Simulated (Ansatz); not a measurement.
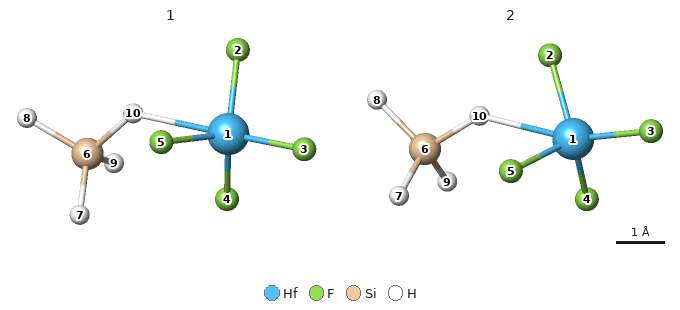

Two geometries of HfSiH4F4, drawn at one scale. One is the start of a relaxation, the other its converged end. The picture is a ball-and-stick view, seen from a free direction.

The calculation used RKS BHLYP/def2-SVP (Ansatz). (no spin polarisation; force threshold 0.03 eV/Å; at most 50 steps)

> Which of the two is the end point?

Structure 1 is the relaxed one. The run prepares an end point of a later path (reaction) calculation, from a guessed geometry. After 11 accepted moves (12 points after the start) the energy has fallen by 3.89 kcal/mol. Largest force component: 1.1 eV/Å at the start, 0.017 eV/Å at the end. The line search rejected the trial step at point 7 of the run. The forces were under the threshold at step 5, but the run went on from there. The atom that moves furthest after the best rigid fit is F5 (0.64 Å). By element the largest moves are F 0.64 Å, H 0.63 Å, Hf 0.16 Å, Si 0.12 Å. Near-neighbour distances that change, for instance: Hf1–H10 2.557 → 2.439 Å, Hf1–F2 1.946 → 1.908 Å, Si6–H10 1.477 → 1.493 Å, Hf1–F4 1.904 → 1.915 Å. Bond angles that change, for instance: F2–Hf1–H10 54.7° → 73.9°, F3–Hf1–H10 162.2° → 177.9°, F5–Hf1–H10 85.6° → 77.1°. Cost: 37 s on 4 threads of Arm Neoverse V1 (shared host), peak memory 0.33 GiB.
